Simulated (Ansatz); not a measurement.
# CH4GaO radical: geometry optimisation

The task: find the minimum of CH4GaO radical nearest to the start.

The runs use Ansatz 0.2.0; UKS r2SCAN-D4/def2-TZVP.

## 1. Starting geometry

SMILES `C[O][GaH]`, 7 atoms, charge 0, spin multiplicity 2.

Atoms are counted from 1 here; the program's logs count them from 0.

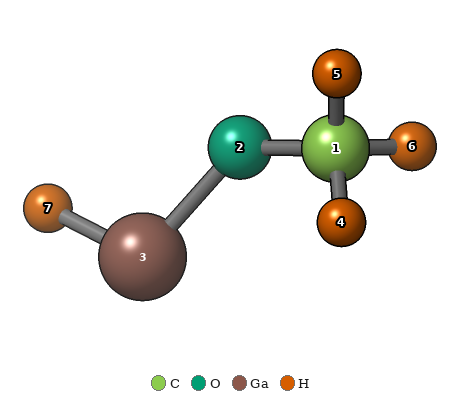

Start geometry, drawn with carbon green, oxygen teal, gallium brown, hydrogen orange; atoms are numbered from 1 in the order of the file.

Geometry (Å):

| atom | x (Å) | y (Å) | z (Å) |
| --- | --- | --- | --- |
| C1 | -0.56958 | 0.85425 | -0.08021 |
| O2 | 0.38903 | -0.08978 | 0.32765 |
| Ga3 | 0.74663 | -1.76838 | -0.27504 |
| H4 | -1.01892 | 0.63388 | -1.07693 |
| H5 | -0.10255 | 1.86343 | -0.14227 |
| H6 | -1.40460 | 0.92021 | 0.65550 |
| H7 | 1.95997 | -2.41362 | 0.59129 |

## 2. Relaxation

Input file input.yaml:

```yaml
crystal:
  periodic: [false, false, false]
  atoms:
    - { symbol: C, position_ang: [-0.569578, 0.854253, -0.080207] }
    - { symbol: O, position_ang: [0.389034, -0.089779, 0.327652] }
    - { symbol: Ga, position_ang: [0.746628, -1.768379, -0.275041] }
    - { symbol: H, position_ang: [-1.018917, 0.633884, -1.076931] }
    - { symbol: H, position_ang: [-0.10255, 1.863432, -0.142274] }
    - { symbol: H, position_ang: [-1.404599, 0.920211, 0.655501] }
    - { symbol: H, position_ang: [1.959974, -2.41362, 0.59129] }
magnetization:
  spin_polarized: true
  initial_magnetization: 1
basis:
  gaussian: { orbitals: def2-TZVP }
hamiltonian:
  xc: r2scan
  dispersion: d4
output:
  forces: true
relax:
  f_tol: 0.003
  max_steps: 120
```

Command:

```bash
$ ansatz run input.yaml --threads 1 --pin off --max-ram 2560MiB --backend cpu --events-out ev --progress --plain --runs-dir out
```

Standard output (excerpt; [...] marks lines left out):

```text
Warning: RAYON_NUM_THREADS=1 ignored (pool sized by the plan → 1); use --threads N
[...]
Functional definition: r2SCAN
[...]
875 factors; their error is unknown
[...]
mean field -55525.65499700 eV, -2040.5301844992 hartree, gradient 3.1e-5 eV, S^2 0.756949; 0 other end points of the search recorded, 0 dependent functions left out
[...]
reference -55525.65501207 eV, -2040.5301850529 hartree; 25, 24 occupied and 109, 110 virtual orbitals, 875 factors
relax step   1: F+E_penalty+E_count = -55525.67801155 eV  Δ(F+E_penalty+E_count) = +0.000e0 eV  max|allowed force component| = 5.255e-1 eV/Å  Δτ_max = 0.0000 Å  (34 SCF iters, accepted)
[...]
relax step   3: F+E_penalty+E_count = -55525.70856432 eV  Δ(F+E_penalty+E_count) = -5.406e-3 eV  max|allowed force component| = 7.261e-2 eV/Å  Δτ_max = 0.0223 Å  (38 SCF iters, accepted)
[...]
relax step   5: F+E_penalty+E_count = -55525.71020304 eV  Δ(F+E_penalty+E_count) = -2.145e-4 eV  max|allowed force component| = 3.067e-2 eV/Å  Δτ_max = 0.0352 Å  (37 SCF iters, accepted)
[...]
relax step   7: F+E_penalty+E_count = -55525.71048411 eV  Δ(F+E_penalty+E_count) = -1.618e-4 eV  max|allowed force component| = 4.872e-3 eV/Å  Δτ_max = 0.0168 Å  (37 SCF iters, accepted)
[...]
relax step   8: F+E_penalty+E_count = -55525.71050388 eV  Δ(F+E_penalty+E_count) = -1.978e-5 eV  max|allowed force component| = 5.256e-3 eV/Å  Δτ_max = 0.0078 Å  (38 SCF iters, accepted)
[...]
relax step   9: F+E_penalty+E_count = -55525.71051297 eV  Δ(F+E_penalty+E_count) = -9.091e-6 eV  max|allowed force component| = 1.572e-3 eV/Å  Δτ_max = 0.0100 Å  (37 SCF iters, accepted)
875 factors; their error is unknown
mean field -55525.68744322 eV, -2040.5313768755 hartree, gradient 4.4e-5 eV, S^2 0.756231; 1 other end points of the search recorded, 0 dependent functions left out
[...]
reference -55525.68745829 eV, -2040.5313774294 hartree; 25, 24 occupied and 109, 110 virtual orbitals, 875 factors
Total energy: -55525.71052805 eV, -2040.5322252273 hartree
Atom 0 at    -0.581480     0.847118    -0.072246 Å, force    -0.000975     0.000978    -0.000650 eV/Å
Atom 1 at     0.334141    -0.111186     0.413191 Å, force     0.001346    -0.001421     0.000070 eV/Å
Atom 2 at     0.836772    -1.660532    -0.333207 Å, force     0.000056     0.001524     0.001572 eV/Å
Atom 3 at    -1.020827     0.568198    -1.037991 Å, force    -0.000358     0.000612    -0.000276 eV/Å
Atom 4 at    -0.075457     1.811244    -0.192632 Å, force    -0.000462    -0.001334     0.000255 eV/Å
Atom 5 at    -1.395725     0.976165     0.649141 Å, force     0.000578     0.000037    -0.000366 eV/Å
Atom 6 at     1.902567    -2.431007     0.573735 Å, force    -0.000185    -0.000396    -0.000606 eV/Å
Dipole moment:    -0.133601    -0.002050    -0.211264 e Å
```

It took 2 min on 1 thread of Arm Neoverse V1, shared host; peak memory 0.28 GiB.

Relaxation path:

| step | energy from step 1 (eV) | largest force component (eV/Å) |
| --- | --- | --- |
| 1 | 0.0000 | 0.5255 |
| 2 | -0.0251 | 0.3173 |
| 3 | -0.0306 | 0.0726 |
| 4 | -0.0320 | 0.0178 |
| 5 | -0.0322 | 0.0307 |
| 6 | -0.0323 | 0.0268 |
| 7 | -0.0325 | 0.0049 |
| 8 | -0.0325 | 0.0053 |
| 9 | -0.0325 | 0.0016 |

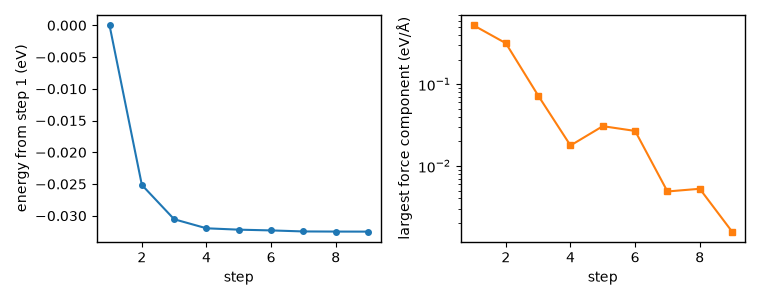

Energy and force, step by step.

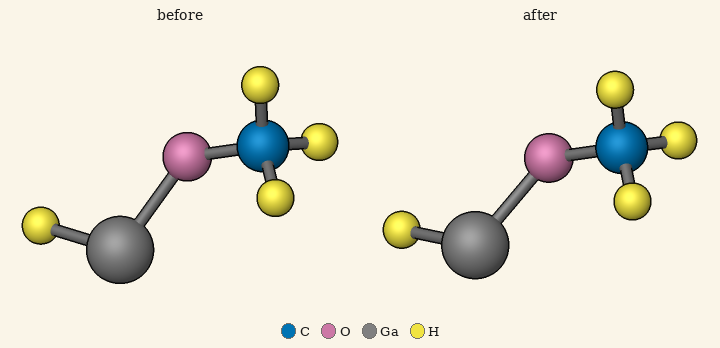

Before and after, at one scale.

Distances of close pairs at the start and the end, largest changes first:

```csv
bond,before (Å),after (Å),change (Å)
O2–Ga3,1.819,1.792,-0.027
Ga3–H7,1.625,1.598,-0.027
C1–H6,1.115,1.095,-0.019
C1–H4,1.115,1.097,-0.018
C1–H5,1.114,1.095,-0.018
C1–O2,1.406,1.412,+0.006
```

## 3. Summary of results

```
             quantity      value
        energy gained  0.0325 eV
root mean square move    0.087 Å
        dipole moment     1.20 D
```

In words: Bond lengths: C1–O2 1.412 Å, C1–H4 1.097 Å, C1–H5 1.095 Å, C1–H6 1.095 Å, O2–Ga3 1.792 Å, Ga3–H7 1.598 Å. Angles: O2–C1–H4 112.9°, O2–C1–H5 109.6°, O2–C1–H6 109.6°, H4–C1–H5 108.2°, H4–C1–H6 108.2°, H5–C1–H6 108.2°, C1–O2–Ga3 128.7°, O2–Ga3–H7 111.6°. No frequencies were computed here.
